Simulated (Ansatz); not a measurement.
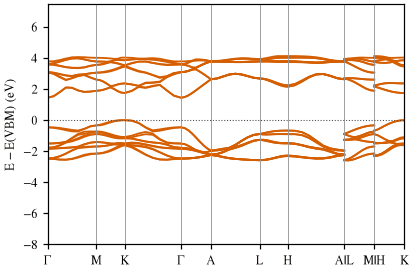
Band structure from DFT-r²SCAN with spin–orbit coupling in the program Ansatz with PAW potentials

Q: Read off the gap and where the band edges lie.

A: About 1.4 eV (1.44 eV by a search for the band edges); maximum on the M–K line, 94 % of the way from M, minimum at Γ.

The material is LaN in space group P6_3mc (No. 186; La on 2b, N on 2b).

The first step of the workflow began from a Materials Project structure, measured or hypothetical; the Crystallography Open Database copy checked does not list it. COD files the formula under space group No. 225. Its standing as an ambient phase is unchecked. Symmetry was held in the r²SCAN relaxation; its stability against distortions is not shown here.

Potentials: the later of the program's two PAW sets.
